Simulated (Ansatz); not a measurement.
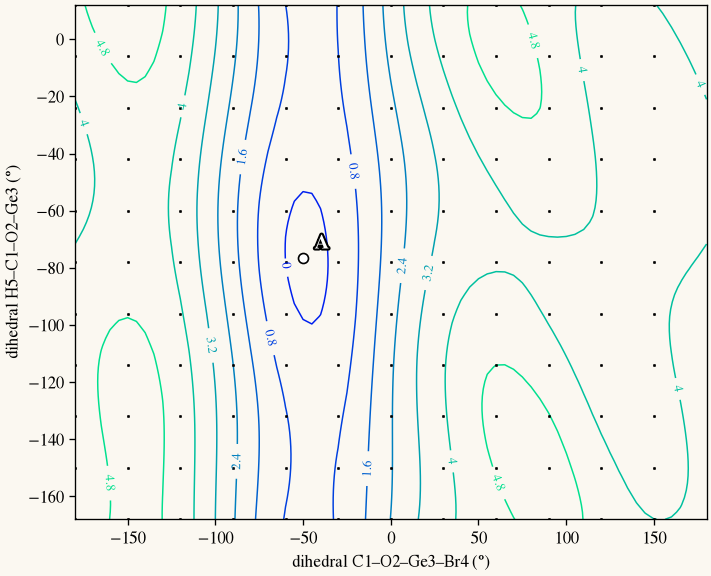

CH₄BrGeO, SMILES C[O][GeH][Br], spin multiplicity 2. 
- First axis: dihedral C1–O2–Ge3–Br4. Second axis: dihedral H5–C1–O2–Ge3.
- Nothing is relaxed (all other coordinates rigid).
- Grid: 12 × 11 points.
- Points are written as (first, second).
- Energies: kcal/mol, counted from the lowest grid point.
- Theory: UKS PBE0-D4/def2-SVP (Ansatz 0.2.0).

The picture shows contour lines labelled in kcal/mol, dots at the grid points, the point A. Between grid points the surface is interpolated.

Question: What is the easiest way out of the well at A, and how high is the barrier?

Answer: The easiest path leads from the well at about (−50°, −75°) to the well at about (135°, −120°), about 3.8 kcal/mol higher. Its highest point lies about 4.1 kcal/mol above the bottom of the first well on the interpolated surface, at about (75°, −75°). Seen from the upper well the barrier is about 0.33 kcal/mol. The start is the relaxed structure and all else is held, so a fully relaxed path at this level can only be lower.

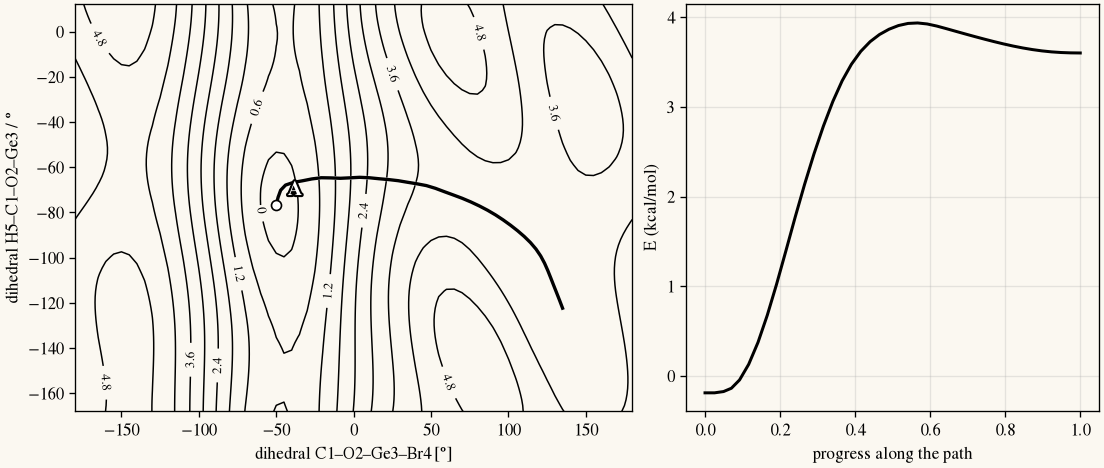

The picture shows contour lines labelled in kcal/mol, a line along the lowest path, the energy along the path at the right. Between grid points the surface is interpolated.
